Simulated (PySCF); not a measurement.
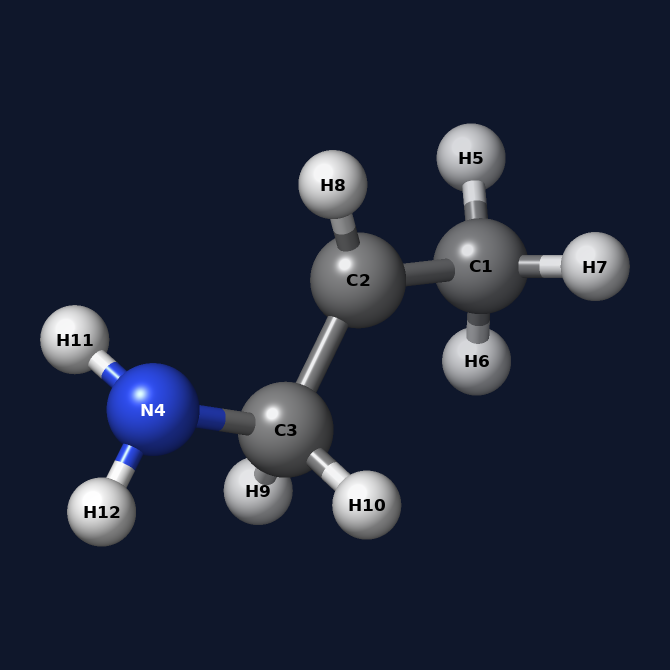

Charge 0, doublet. The computed structure is the end point of a GFN2-xTB optimisation. No frequency run is at hand to confirm it as a minimum. Properties computed with UKS B3LYP, pcH-1 on C H N, non-relativistic (PySCF 2.14.0).

Give the isotropic hyperfine couplings (Fermi-contact term alone) of C1, C2, C3, N4, H5, H6, H7, H8, H9, H10, H11, H12.

| atom | isotope | a_iso (MHz) |
| --- | --- | --- |
| C1 | 13C | −33.5 |
| C2 | 13C | 95.9 |
| C3 | 13C | −36.2 |
| N4 | 14N | 5.1 |
| H5 | 1H | 66.4 |
| H6 | 1H | 15.0 |
| H7 | 1H | 140.4 |
| H8 | 1H | −60.1 |
| H9 | 1H | 74.0 |
| H10 | 1H | 138.9 |
| H11 | 1H | −0.9 |
| H12 | 1H | −1.4 |
